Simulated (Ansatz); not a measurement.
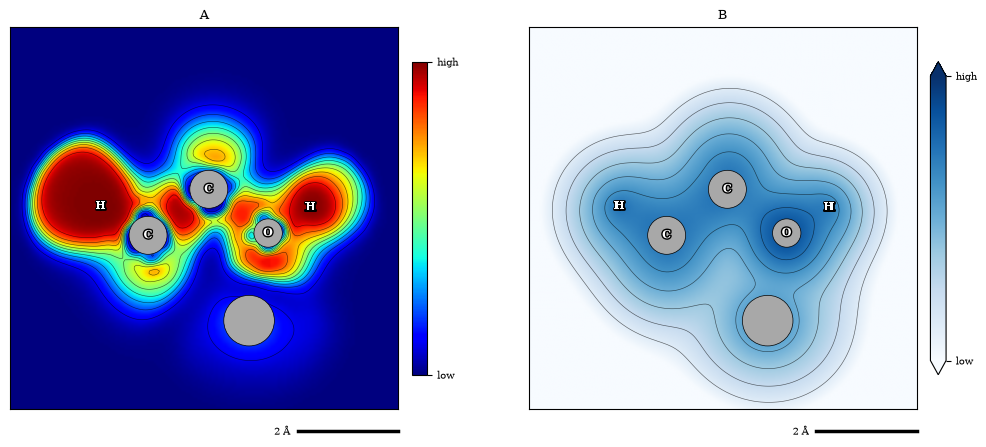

C$_{2}$H$_{6}$CuO (SMILES CC[OH+][Cu]) (charge +1): 2 fields on the plane of atoms C2, C1 and H6, with unlabelled colour scales. Grey discs cover the atomic cores.

Geometry: PBE-D3(BJ)/def2-SVP.

These are results of isolated molecule in a Gaussian basis; Kohn-Sham density functional theory, functional PBE0 (Ansatz 0.2.0), not measurements.

### The panels show electron density and electron localisation function in some order. Assign them.

Panel A: electron localisation function. Panel B: electron density. From the grid: C–O (1.47 Å): the density is about 1.8 e/Å³ at the midpoint, with its minimum of 1.5 e/Å³ about 0.5 Å from C; the ELF peaks at about 0.90 between the atoms: a polar covalent bond. C–C (1.51 Å): ρ at the midpoint is about 1.7 e/Å³; the ELF peaks at about 0.95 between the atoms: a shared electron pair.
